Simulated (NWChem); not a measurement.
# the pair BNH2F2···F2: a chain of runs

We compute a single-point energy (singlet BNH2F4, r2SCAN/pcseg-1), then the energy (singlet BNH2F2, r2SCAN/pcseg-1), then the energy (singlet F2, r2SCAN/pcseg-1), then the energy (singlet BNH2F2, r2SCAN/pcseg-1), then the energy (singlet F2, r2SCAN/pcseg-1) of BF4H2N and its partners. 

The results are computed with NWChem 7.3.0.

## (1) The structure to begin with

BNH2F4: 8 atoms, total charge 0, spin state singlet. The two molecules were placed rigidly side by side, at 0.9 times their contact distance; the pair isn't optimised.

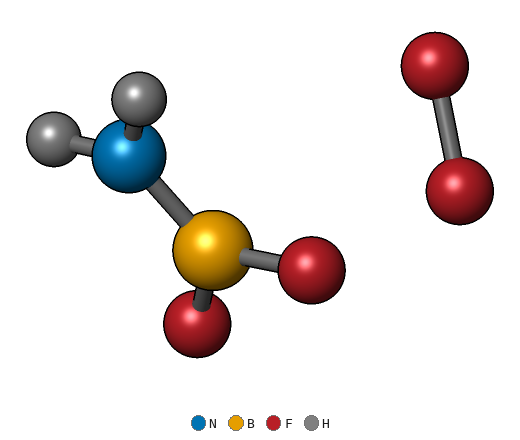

The structure, seen from a chosen angle (nitrogen blue, boron amber, fluorine red, hydrogen grey).

## (2) A single-point energy at r2SCAN/pcseg-1 (run 1)

sp.nw reads:

```
start sp
memory total 2200 mb

geometry units angstrom noautosym nocenter noautoz
N     -0.217720     0.698280    -0.149120
B      0.188280    -0.604020     0.128880
F     -0.674420    -1.515420     0.567980
F      1.452680    -0.981120    -0.035020
H      0.417980     1.400180    -0.481020
H     -1.166820     1.002080    -0.031720
F      0.532390    -2.652130    -2.161780
F      0.214620    -1.720820    -3.123030
end

basis spherical bse
* library pcseg-1
end

dft
xc r2scan
grid fine
convergence energy 1e-08
maxiter 100
mulliken
print low
end

task dft energy
```

Run with:

```bash
$ nwchem sp.nw > sp.out
```

The program printed:

```text
[...]
 d= 0,ls=0.0,diis     1   -479.7470376278 -7.12D+02  2.83D-02  1.16D+00     2.4
[...]
 d= 0,ls=0.5,diis    44   -479.8550845135 -8.29D-09  1.39D-06  7.80D-09    98.2
         Total DFT energy =     -479.855084519311
      One electron energy =    -1128.367054862695
           Coulomb energy =      469.543573004558
    Exchange-Corr. energy =      -53.307585845067
 Nuclear repulsion energy =      232.275983183892
[...]
      Total Density - Mulliken Population Analysis
     ---------------------------------------------
    Atom       Charge   Shell Charges
 -----------   ------   -------------------------------------------------------
    1 N    7     7.44   1.99  0.81  0.59  2.56  1.48  0.01
    2 B    5     4.42   1.99  0.56  0.03  1.48  0.18  0.17
    3 F    9     9.28   2.00  0.95  0.94  3.45  1.92  0.01
    4 F    9     9.28   2.00  0.95  0.95  3.45  1.92  0.01
    5 H    1     0.80   0.72  0.04  0.04
    6 H    1     0.80   0.72  0.04  0.04
    7 F    9     8.99   2.00  1.00  0.98  3.31  1.69  0.02
    8 F    9     9.00   2.00  0.99  0.99  3.31  1.70  0.02
[...]
```

Run time: 1.7 min. Hardware: 1 thread of Intel Xeon Platinum 8259CL at 2.50GHz (Skylake/Cascade Lake), shared host; peak memory 0.12 GiB.

## (3) BNH2F2: a single-point energy at r2SCAN/pcseg-1 (run 2)

bf2h2n.nw reads:

```
start bf2h2n
title "BF2H2N r2SCAN"
memory stack 880 mb heap 220 mb global 1100 mb
geometry units bohr noautosym nocenter noautoz
N  -0.41143117  1.31955796 -0.28179596
B   0.35579763 -1.14143237  0.24354790
F  -1.27446909 -2.86372876  1.07332664
F   2.74516735 -1.85404810 -0.06617821
H   0.78986773  2.64595673 -0.90899606
H  -2.20497024  1.89365675 -0.05994211
end
basis spherical bse
* library pcseg-1
end
dft
xc r2scan
grid fine
convergence energy 1e-08
maxiter 100
mulliken
print low
end
task dft energy
```

Run with:

```bash
$ nwchem bf2h2n.nw > bf2h2n.out
```

The program printed:

```text
[...]
 d= 0,ls=0.0,diis     1   -280.3979056048 -3.93D+02  1.41D-02  7.49D-01     1.3
[...]
 d= 0,ls=0.0,diis     8   -280.4742761941 -5.91D-09  3.06D-06  9.50D-08     8.9
         Total DFT energy =     -280.474276194076
      One electron energy =     -611.692496254558
           Coulomb energy =      251.036229499851
    Exchange-Corr. energy =      -32.625440301773
 Nuclear repulsion energy =      112.807430862405
[...]
      Total Density - Mulliken Population Analysis
     ---------------------------------------------
    Atom       Charge   Shell Charges
 -----------   ------   -------------------------------------------------------
    1 N    7     7.44   1.99  0.81  0.59  2.56  1.48  0.01
    2 B    5     4.41   1.99  0.56  0.02  1.48  0.18  0.17
    3 F    9     9.28   2.00  0.95  0.94  3.45  1.92  0.01
    4 F    9     9.28   2.00  0.95  0.94  3.45  1.92  0.01
    5 H    1     0.80   0.72  0.04  0.04
    6 H    1     0.80   0.72  0.04  0.04
[...]
```

Run time: 9.6 s. Hardware: 1 thread of Intel Xeon Platinum 8259CL at 2.50GHz (Skylake/Cascade Lake), shared host; peak memory 0.11 GiB.

## (4) F2: the energy at r2SCAN/pcseg-1 (run 3)

f2.nw reads:

```
start f2
title "F2"
memory total 2200 mb

geometry units au noautosym nocenter noautoz
   F      1.00607129    -5.01179935    -4.08517214
   F      0.40557302    -3.25187851    -5.90167138
end

basis "ao basis" spherical bse
   * library pcseg-1
end

dft
   xc r2scan
   mult 1
   grid fine
   convergence energy 1e-08
   maxiter 100
   mulliken
   print low
end

task dft energy
```

Run with:

```bash
$ nwchem f2.nw > f2.out
```

The program printed:

```text
[...]
 d= 0,ls=0.0,diis     1   -199.3482863469 -2.31D+02  1.52D-02  3.98D-01     0.2
[...]
 d= 0,ls=0.0,diis     6   -199.3785973864 -1.25D-09  3.14D-08  3.53D-12     0.7
         Total DFT energy =     -199.378597386446
      One electron energy =     -339.991444702011
           Coulomb energy =      130.137180908217
    Exchange-Corr. energy =      -20.683736792707
 Nuclear repulsion energy =       31.159403200055
[...]
      Total Density - Mulliken Population Analysis
     ---------------------------------------------
    Atom       Charge   Shell Charges
 -----------   ------   -------------------------------------------------------
    1 F    9     9.00   2.00  0.99  0.99  3.31  1.70  0.02
    2 F    9     9.00   2.00  0.99  0.99  3.31  1.70  0.02
[...]
```

Wall time 1.3 s (1 thread of Intel Xeon Platinum 8259CL at 2.50GHz (Skylake/Cascade Lake), shared host); peak memory 0.11 GiB.

## (5) BNH2F2 among ghost functions: a single-point energy at r2SCAN/pcseg-1 (with ghost functions) (run 4)

bf2h2n.nw reads:

```
start bf2h2n
title "BF2H2N"
memory total 2200 mb
charge 0
geometry units angstrom noautosym nocenter noautoz
   N    -0.217720    0.698280   -0.149120
   B     0.188280   -0.604020    0.128880
   F    -0.674420   -1.515420    0.567980
   F     1.452680   -0.981120   -0.035020
   H     0.417980    1.400180   -0.481020
   H    -1.166820    1.002080   -0.031720
   bqF      0.532390    -2.652130    -2.161780
   bqF      0.214620    -1.720820    -3.123030
end
basis spherical bse
   N library pcseg-1
   B library pcseg-1
   F library pcseg-1
   H library pcseg-1
   bqF library F pcseg-1
end
dft
   xc r2scan
   mult 1
   grid fine
   convergence energy 1e-08
   maxiter 100
   mulliken
   noprint "final vectors analysis"
end
task dft energy
```

Run with:

```bash
$ nwchem bf2h2n.nw > bf2h2n.out
```

The program printed:

```text
[...]
          Wavefunction type:  closed shell.
          No. of atoms     :     8
          No. of electrons :    32
[...]
          Charge           :     0
          Spin multiplicity:     1
[...]
          AO basis - number of functions:    94
[...]
              XC Information
              --------------
                      r^2SCAN Method XC Functional
               r^2SCAN metaGGA Exchange Functional  1.000
                     r^2SCAN Correlation Potential  1.000
[...]
 d= 0,ls=0.0,diis     1   -280.3982938558 -3.93D+02  9.90D-03  7.49D-01     2.3
[...]
 d= 0,ls=0.0,diis     8   -280.4746681295 -5.90D-09  2.15D-06  9.55D-08    16.8
         Total DFT energy =     -280.474668129502
      One electron energy =     -611.687569843131
           Coulomb energy =      251.030329846021
    Exchange-Corr. energy =      -32.624867132895
 Nuclear repulsion energy =      112.807439000503
[...]
      Total Density - Mulliken Population Analysis
     ---------------------------------------------
    Atom       Charge   Shell Charges
 -----------   ------   -------------------------------------------------------
    1 N    7     7.44   1.99  0.81  0.59  2.56  1.48  0.01
    2 B    5     4.40   1.99  0.56  0.02  1.48  0.18  0.17
    3 F    9     9.28   2.00  0.95  0.94  3.45  1.92  0.01
    4 F    9     9.28   2.00  0.95  0.95  3.45  1.92  0.01
    5 H    1     0.80   0.72  0.04  0.04
    6 H    1     0.80   0.72  0.04  0.04
    7 X    0     0.00  -0.00 -0.00  0.00 -0.00  0.00  0.00
    8 X    0     0.00  -0.00 -0.00  0.00 -0.00  0.00 -0.00
[...]
```

Wall time 17 s (1 thread of Intel Xeon Platinum 8259CL at 2.50GHz (Skylake/Cascade Lake), shared host); peak memory 0.12 GiB.

## (6) F2 among ghost functions: a single-point energy at r2SCAN/pcseg-1 (with ghost functions) (run 5)

input.nw reads:

```
start input
title "F2"
memory stack 880 mb heap 220 mb global 1100 mb
charge 0

geometry noautosym nocenter noautoz
F      0.532390    -2.652130    -2.161780
F      0.214620    -1.720820    -3.123030
bqN     -0.217720     0.698280    -0.149120
bqB      0.188280    -0.604020     0.128880
bqF     -0.674420    -1.515420     0.567980
bqF      1.452680    -0.981120    -0.035020
bqH      0.417980     1.400180    -0.481020
bqH     -1.166820     1.002080    -0.031720
end

basis spherical bse
F library pcseg-1
bqN library N pcseg-1
bqB library B pcseg-1
bqF library F pcseg-1
bqH library H pcseg-1
end

dft
xc r2scan
grid fine
convergence energy 1e-08
maxiter 100
mulliken
print low
end

task dft energy
```

Run with:

```bash
$ nwchem input.nw > input.out
```

The program printed:

```text
[...]
 d= 0,ls=0.0,diis     1   -199.3492477099 -2.31D+02  4.58D-03  4.02D-01     2.6
[...]
 d= 0,ls=0.0,diis     7   -199.3799056624 -7.72D-10  3.75D-08  1.64D-11    16.4
         Total DFT energy =     -199.379905662434
      One electron energy =     -339.956029789426
           Coulomb energy =      130.095793788248
    Exchange-Corr. energy =      -20.679075148798
 Nuclear repulsion energy =       31.159405487543
[...]
      Total Density - Mulliken Population Analysis
     ---------------------------------------------
    Atom       Charge   Shell Charges
 -----------   ------   -------------------------------------------------------
    1 F    9     8.99   2.00  0.99  0.98  3.31  1.69  0.02
    2 F    9     9.00   2.00  0.99  0.99  3.31  1.69  0.02
    3 X    0    -0.00   0.00  0.00 -0.00 -0.00 -0.00 -0.00
    4 X    0     0.01  -0.00 -0.00  0.00  0.00  0.01  0.00
    5 X    0     0.00   0.00  0.00 -0.00 -0.00  0.00  0.00
    6 X    0     0.00  -0.00 -0.00  0.00 -0.00  0.00  0.00
    7 X    0    -0.00  -0.00 -0.00 -0.00
    8 X    0    -0.00   0.00 -0.00 -0.00
[...]
```

Run time: 17 s. Hardware: 1 thread of Intel Xeon Platinum 8259CL at 2.50GHz (Skylake/Cascade Lake), shared host; peak memory 0.11 GiB.

## (7) What came out

| quantity | value |
| --- | --- |
| run 1, r2SCAN/pcseg-1: total energy | -479.85508 Eh |
| BNH2F2: total energy | -280.47428 Eh |
| F2: total energy | -199.37860 Eh |
| BNH2F2 among ghost functions: total energy | -280.47467 Eh |
| BNH2F2 among ghost functions: dipole moment | 2.81 D |
| F2 among ghost functions: total energy | -199.37991 Eh |
| interaction energy of the rigid parts BNH2F2 and F2 (parts in their own basis; closest atoms 2.86 Å apart) | -0.060 eV |
| interaction energy of the rigid parts BNH2F2 and F2 (parts in the whole basis, counterpoise; closest atoms 2.86 Å apart) | -0.014 eV |

**Reading.** The interaction energy of the rigid parts BNH2F2 and F2 (parts in their own basis; closest atoms 2.86 Å apart) is −0.06 eV (−1.4 kcal/mol): the parts attract. Without counterpoise this holds the superposition error of the basis. The interaction energy of the rigid parts BNH2F2 and F2 (parts in the whole basis, counterpoise; closest atoms 2.86 Å apart) is −0.01 eV (−1.3 kJ/mol). The basis-set superposition error is 4.5 kJ/mol. Mulliken charges (BNH2F2) run from -0.44 on N1 to +0.59 on B2; they depend strongly on the basis.
